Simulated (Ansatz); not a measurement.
# Ag (fcc, Cu type), energy against volume

Ag (fcc, Cu type), conventional cell a = 4.0548 Å, b = 4.0548 Å, c = 4.0548 Å, α = 90.00°, β = 90.00°, γ = 90.00°. The calculation uses the primitive cell of 1 atom, to which meshes and values per cell refer.

E(V) scan at fixed shape, V₀ the volume above. Symmetry pins the atoms to their sites.

The numbers are results of PBEsol (plane waves to 420 eV, PAW, scalar-relativistic; Ansatz, a program for electronic structure), not measurements. k mesh 20×20×20 (Γ-centred), Fermi-Dirac smearing 0.05 eV. Energies are smeared free energies. Ag was relaxed with its symmetry unable to fall. The PAW data are Ansatz's earlier set. ΔE is measured from the relaxed starting cell.

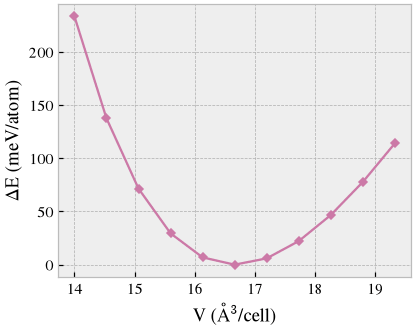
Figure: ΔE (meV/atom) against V (Å³/cell); markers are the computed points, lines only join them.

The pressure derivative B₀′ (fit) is 5.7, the energy cost of the largest expansion is 114 meV/atom and the pressure for 5 % compression (fit) is 7.1 GPa. The energy cost of the largest compression is 234 meV/atom and the equilibrium volume of the fit comes out as 16.67 Å³/atom.

P = (3B₀/2)(x⁷ − x⁵)[1 + ¾(B₀′ − 4)(x² − 1)] with x = (1/0.95)^(1/3), B₀ = 119 GPa and B₀′ = 5.65.

(Under strain, the slope of the energy per volume gives the stress and its curvature an elastic modulus.)
